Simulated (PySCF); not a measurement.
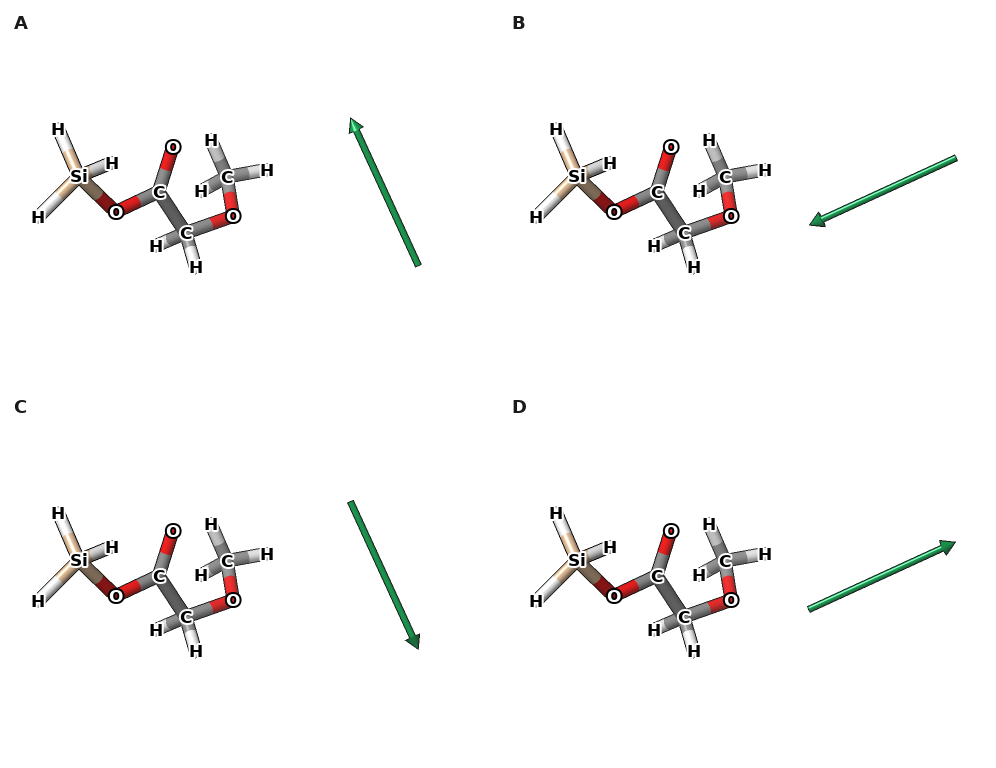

The same molecule four times, each with an arrow. The computed structure is the end point of a GFN2-xTB optimisation. No frequency run is at hand to confirm it as a minimum. Method: PBE0/def2-SVPD, gas phase (PySCF 2.14.0).

> Which arrow points along the dipole moment, from the negative to the positive end?

B. The dipole moment is 2.15 D.

The geometry is semi-empirical. Around Si such bond lengths and angles can be off by a tenth of an ångström or more and by several degrees, and values that hang on the shape move with them.
